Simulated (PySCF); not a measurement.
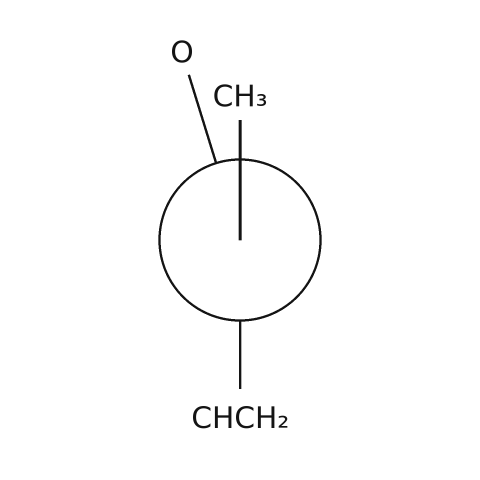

A Newman projection along the O–C bond, oxygen in front; angles are drawn as computed, but eclipsed bonds slightly apart. The geometry was computed by an optimisation with PBE0-D3(BJ)/def2-SVP. No frequency run is at hand to confirm it as a minimum.

### Which molecule is it?

C4H6O2, C=CC(=O)OC

### What is the torsion angle from the front CH3 to the back O? The sign is positive where the front bond must turn clockwise to cover the back bond.

0°, synperiplanar (eclipsed).
